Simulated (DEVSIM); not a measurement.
System: Ni/Si3N4/SiO2/n-Si capacitor, at 300 K.

```csv
layer (left to right),material,thickness (nm),Nd (cm⁻³)
1,Si3N4,8.50,-
2,SiO2,0.500,-
3,Si,740,6e17
```

Metal gate on the left, work function 5.1 eV. Fixed charge at the semiconductor interface 0 cm⁻² (in units of +e); no interface traps.

This is a model device: material constants are rounded textbook-type values typed into the input, and sizes, dopings and lifetimes were drawn at random. Values at 300 K.

| parameter | Si3N4 | SiO2 | Si |
|---|---|---|---|
| gap (eV) | 5.1 | 9 | 1.124 |
| affinity (eV) | 2.1 | 0.9 | 4.05 |
| permittivity | 7.5 | 3.9 | 11.7 |
| Nc (cm⁻³) | - | - | 2.86e19 |
| Nv (cm⁻³) | - | - | 3.1e19 |

DEVSIM, 1D Poisson equation in equilibrium, Boltzmann statistics, complete ionisation; no quantum confinement or tunnelling. Metal contacts follow the ideal Schottky-Mott rule: no Fermi-level pinning, no interface dipoles.

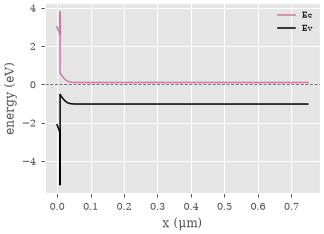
*Band edges at 0.0 V on the gate*

Energies count from the Fermi level of the right contact; mesh points crowd at the junctions.

| x (μm) | Ec (eV) | Ev (eV) | n (cm⁻³) | p (cm⁻³) | field (V/cm) |
|---|---|---|---|---|---|
| 0.000 | 3.000 | -2.100 | < 1e2 | < 1e2 | -470000 |
| 0.001084 | 2.949 | -2.151 | < 1e2 | < 1e2 | -470000 |
| 0.002787 | 2.870 | -2.230 | < 1e2 | < 1e2 | -470000 |
| 0.005409 | 2.748 | -2.352 | < 1e2 | < 1e2 | -470000 |
| 0.007683 | 2.641 | -2.459 | < 1e2 | < 1e2 | -470000 |
| 0.008631 | 3.791 | -5.209 | < 1e2 | < 1e2 | -900000 |
| 0.008993 | 3.758 | -5.242 | < 1e2 | < 1e2 | -640000 |
| 0.01064 | 0.560 | -0.564 | 1.1e10 | 1.0e10 | -280000 |
| 0.01353 | 0.482 | -0.642 | 2.3e11 | 5.1e8 | -260000 |
| 0.01903 | 0.354 | -0.770 | 3.2e13 | 3700000 | -210000 |
| 0.03061 | 0.178 | -0.946 | 2.9e16 | 4000 | -100000 |
| 0.06454 | 0.100 | -1.024 | 6.0e17 | 200 | -400 |
| 0.1231 | 0.100 | -1.024 | 6.0e17 | 190 | ≈ 0 |
| 0.2423 | 0.100 | -1.024 | 6.0e17 | 190 | ≈ 0 |
| 0.5110 | 0.100 | -1.024 | 6.0e17 | 190 | ≈ 0 |
| 0.6325 | 0.100 | -1.024 | 6.0e17 | 190 | ≈ 0 |
| 0.6903 | 0.100 | -1.024 | 6.0e17 | 190 | ≈ 0 |
| 0.7207 | 0.100 | -1.024 | 6.0e17 | 190 | ≈ 0 |
| 0.7383 | 0.100 | -1.024 | 6.0e17 | 190 | ≈ 0 |
| 0.7443 | 0.100 | -1.024 | 6.0e17 | 190 | ≈ 0 |
| 0.7473 | 0.100 | -1.024 | 6.0e17 | 190 | ≈ 0 |
| 0.7490 | 0.100 | -1.024 | 6.0e17 | 190 | ≈ 0 |
